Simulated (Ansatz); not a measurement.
The crystal is Ti2CO2/Ti2CO2 (MXene bilayer).

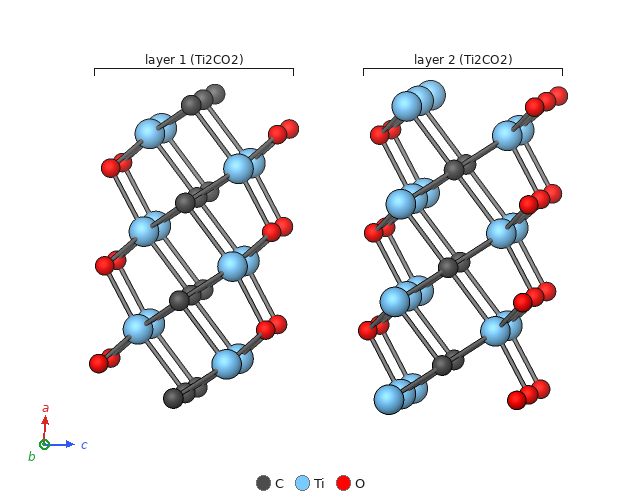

The structure (carbon dark grey, titanium blue, oxygen red). Bonds to atoms that aren't drawn are left out. 3×2×1 cells are drawn. Some periodic images of atoms are drawn too.

The cell holds 10 atoms: 2 C, 4 Ti and 4 O. Its edges and angles: a = 2.983 Å, b = 2.983 Å, c = 46.400 Å, α = 90.0°, β = 90.0°, γ = 120.0°. Regions: layer 1 (Ti2CO2), 5 atoms (1 C, 2 Ti and 2 O); layer 2 (Ti2CO2), 5 atoms (1 C, 2 Ti and 2 O). Vacuum lies along c.

```xyz
10
Lattice="2.9827 0.0000 0.0000 -1.4913 2.5831 0.0000 0.0000 0.0000 46.4000" Properties=species:S:1:pos:R:3
C     0.0000    0.0000   19.6083
Ti    0.0000    1.7220   20.9001
Ti    1.4913    0.8610   18.3162
O     1.4913    0.8610   21.8046
O     0.0000    1.7220   17.4065
C     0.0000    1.7220   26.7917
Ti    1.4913    0.8610   28.0838
Ti    0.0000    0.0000   25.4999
O     0.0000    0.0000   28.9935
O     1.4913    0.8610   24.5954
```

The structure was relaxed with PBEsol-D3(BJ). At the settings of the band run the largest force is still 0.09 eV/Å. The runs that relaxed it are not among those shown.

Gaps computed with Ansatz 0.2.0 without a self-energy: PBEsol 0.21 eV, PBEsol+SOC 0.20 eV and HSE06 0.98 eV.

Question: What gap should G0W0 on PBEsol give (6×6×1 mesh, 331 empty bands, screening to 55 eV, PAW set soft_1 files)?

About 0.98 eV: on its mesh the run moves the gap from 0.20 eV by +0.79 eV. A band edge moves to another state on the way. Among the scalar-relativistic levels given, HSE06 is nearest (+0.00 eV). Bands and cutoff are finite, so the gap is not at the basis limit. The miss can reach some tenths of an eV and take either sign; the mesh is an error of its own. The mesh in the plane is coarse for a sheet; gap and any exciton binding can still move on denser ones. The program marks a band-edge row as in doubt, so the gap is less sure than its digits.

[Paths, hosts, dates, memory and timing lines, banners, echoed tables and standing remarks are left out of the program output.]

[Logs are printed without paths, hosts, clocks, repeated set-up lines and the standing remarks that a program may print on its own settings, such as how far it seeks lower states.]

[Runs of the session that timed out or met a known fault of the program may be left out.]

[Cells called generated may have been cut or substituted from an entry of the Crystallography Open Database or the Materials Project.]

[Hosts, paths, dates, database ids (printed as entryN), source tags and the programs' standing remarks are cut or masked in the printed files.]
